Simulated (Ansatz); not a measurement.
# BrGaH₂···HCl: what the fields show

```tsv
atom	x (Å)	y (Å)	z (Å)
Ga	0.0216	-0.4182	-0.1966
Cl	0.0119	0.0983	2.5054
H	1.4429	0.1470	-0.5399
H	-1.4281	0.0716	-0.5371
Br	0.0828	-2.7205	0.4826
H	0.0472	-1.2199	2.3124
```

Level of theory: RKS revPBE-D4/def2-SVP (Ansatz).

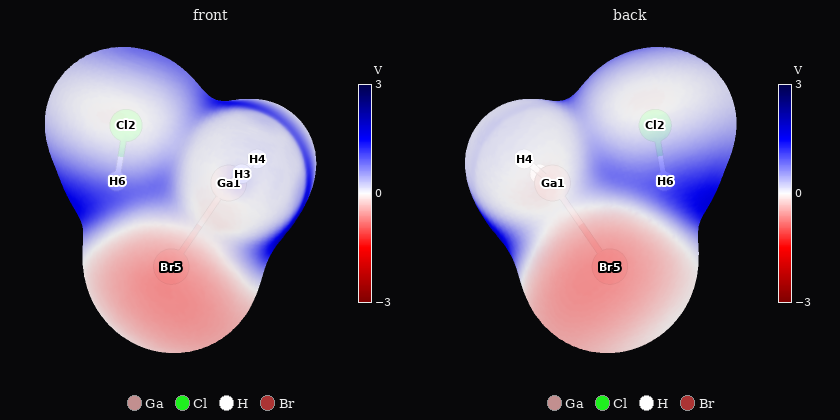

Figure 1. The electrostatic potential painted on the density surface at 0.002 e/bohr³, seen from the front and from behind; red is negative and blue positive.

Which sites attract a positive test charge, and which a negative one?

Answer. A positive charge is drawn to the negative regions and a negative charge to the positive ones. The most negative region (about −0.6 V) lies over Br5, the most positive (about +2.2 V) over Ga1. Cl2 shows a σ-hole: about +0.8 V at the tip opposite its bond, against about +0.1 V on its flanks.

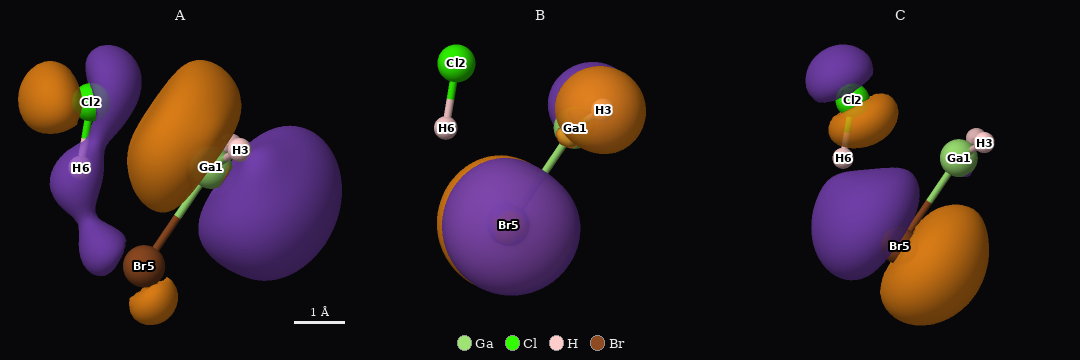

Figure 2. Three frontier orbitals at ±0.08 Å⁻³ᐟ² (orange and purple are the two phases), in no order.

Which picture is the HOMO−1, the HOMO and the LUMO?

Answer. C is the HOMO−1 (−7.14 eV). Its weight (Hirshfeld) is mainly on Br5 (about 85 %) and Cl2 (about 10 %); largely a lone pair of Br5. B is the HOMO (−6.64 eV). It lies mainly on Br5 (about 80 %) and Ga1 (about 10 %); largely a lone pair of Br5. A is the LUMO (−1.74 eV). Its weight (Hirshfeld) is mainly on Ga1 (about 65 %), Cl2 (about 15 %) and Br5 (about 5 %).

What is the HOMO–LUMO gap?

Answer. 4.90 eV between the orbital energies.

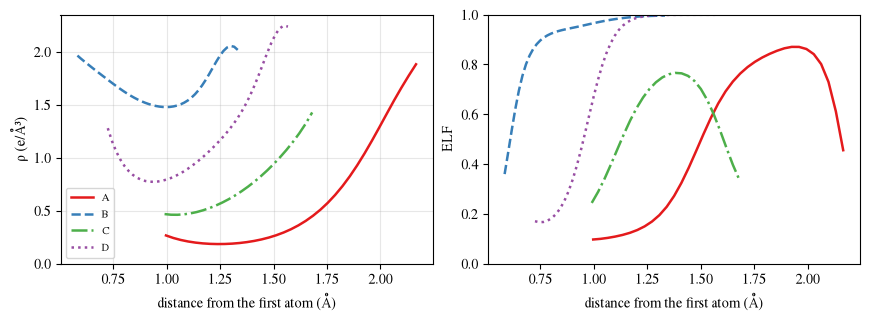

Figure 3. Total electron density and electron localisation function along straight lines between neighbouring atoms. The curves leave out the atomic cores.

Which curve belongs to which contact (Cl–H, Ga–Br, Ga–Cl and Ga–H)? The first atom named is at distance zero.

Answer. Curve A: Ga1···Cl2 (2.75 Å): the density falls to about 0.18 e/Å³ on the way; the ELF peaks at about 0.85 in the valence shell of Cl, 0.8 Å from its nucleus, and is about 0.25 at the midpoint. Curve B: Cl–H (1.33 Å): the density is about 1.8 e/Å³ at the midpoint; the ELF climbs to about 1 towards the hydrogen, as it does in any bond to H: an ordinary covalent bond to hydrogen. Curve C: Ga–Br (2.40 Å): ρ at the midpoint is about 0.52 e/Å³, with its minimum of 0.46 e/Å³ about 1.1 Å from Ga; the ELF peaks at about 0.75 in the valence shell of Br, 1.0 Å from its nucleus, and is about 0.65 at the midpoint. Curve D: Ga–H (1.57 Å): ρ at the midpoint is about 0.98 e/Å³; the ELF climbs to about 1 towards the hydrogen.
